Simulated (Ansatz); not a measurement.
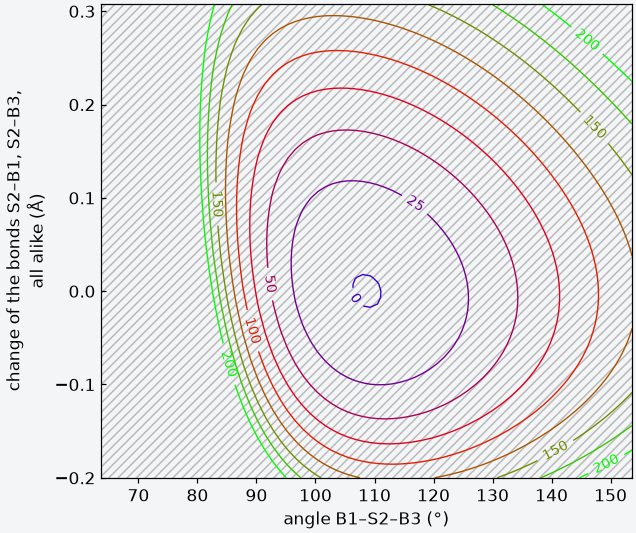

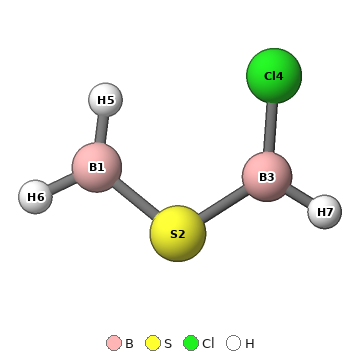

Energy landscape of B2ClH3S, SMILES BSBCl. Coordinates scanned: (1) angle B1–S2–B3; (2) change of the bonds S2–B1, S2–B3, all alike. Nothing is relaxed (all other coordinates rigid). The scan uses a 15 × 15 grid. At 3 points there is no value (left out of the scan, as a rule where atoms come close). Points are written as (first, second). Energies: kJ/mol, counted from the lowest grid point. All numbers below come from RHF/def2-TZVP in Ansatz.

Drawn: contour lines labelled in kJ/mol (none above 200), hatched blanks where no value was computed. Between grid points the surface is interpolated. The second picture is the structure at the lowest point.

> What does the map say about the system?

The lowest grid point is at (108.6°, 0.018 Å). No other kind of well shows on this grid. The highest grid point, (63.6°, −0.091 Å), lies 2155 kJ/mol above the lowest. Round the minimum the valley is somewhat tilted: raising angle B1–S2–B3 shifts the best value of the second coordinate downwards (coupling k₁₂/√(k₁₁k₂₂) about 0.2).

The input of one point:

```yaml
crystal:
  periodic: [false, false, false]
  atoms:
    - { symbol: B, position_ang: [0.218437, -0.546058, -1.386581] }
    - { symbol: S, position_ang: [-0.987074, 0.348329, -0.341022] }
    - { symbol: B, position_ang: [-0.270442, 0.553593, 1.334784] }
    - { symbol: Cl, position_ang: [1.304025, -0.009025, 1.856559] }
    - { symbol: H, position_ang: [1.265168, -0.899291, -0.974306] }
    - { symbol: H, position_ang: [-0.122805, -0.74571, -2.502546] }
    - { symbol: H, position_ang: [-0.940328, 1.117915, 2.125737] }
basis:
  gaussian: { orbitals: def2-TZVP }
hamiltonian:
  xc: hf
output:
  forces: true
```

Each point was launched as `ansatz run input.yaml --threads 1 --pin off --max-ram 2560MiB --backend cpu --events-out ev --progress --plain --runs-dir out`. Time for the 222 points that were run: 20 min on 1 thread of Intel(R) Xeon(R) Platinum 8375C CPU @ 2.90GHz (Ice Lake) (shared host).
